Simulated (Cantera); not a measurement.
Feed: 1 mol CHF3, 0.033 mol CH4, a varied amount of H2, equilibrated at 1850 K and 0.0120 Torr.

These are equilibrium values from Cantera (NASA tables, ideal gas, pure condensed phases), not measurements of a reactor. Candidate condensed phases: C, C6H6, C7H8, C8H18; 95 gas species. Gases not in the tables: C2F6 and larger saturated fluorocarbons. The numbers say what is thermodynamically allowed, not how fast it happens.

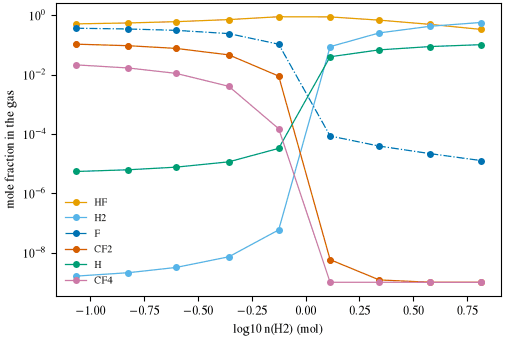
Figure: Equilibrium gas composition (values under 1e-9 drawn at 1e-9)

From 0.086 mol H2 to 6.5 mol H2 the condensed part is C(graphite). The main C-bearing gas is CF2 at 0.086 mol H2 and C2H2 (acetylene) at 6.5 mol H2. The share of C in condensed phases is highest at 1.3 mol H2 (100.0 %) and lowest at 0.086 mol H2 (68.2 %).
